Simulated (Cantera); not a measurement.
A closed system holds: 1 mol V, 3.1 mol O₂, 100 mol H₂, held at 30.0 Pa.

These are equilibrium values from Cantera (NASA tables, ideal gas, pure condensed phases), not measurements of a reactor. Candidate condensed phases: H₂O, V, VO, V₂O₃, V₂O₄, V₂O₅; 12 gas species. Condensed phases not in the tables: the oxides between V₂O₃ and V₂O₅ other than VO₂. Equilibrium is a limit: real reactors are often held back by kinetics, nucleation or transport.

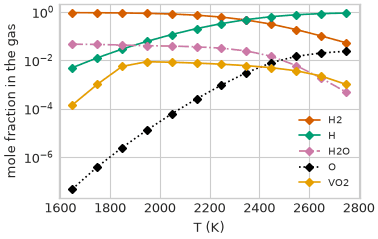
*Equilibrium gas composition (values under 1e-9 drawn at 1e-9)*

From 1648 K to 1848 K the condensed part is V₂O₃(s). From 1948 K to 2748 K nothing is condensed. The main V-bearing gas is VO₂ at 1648 K and VO at 2748 K.
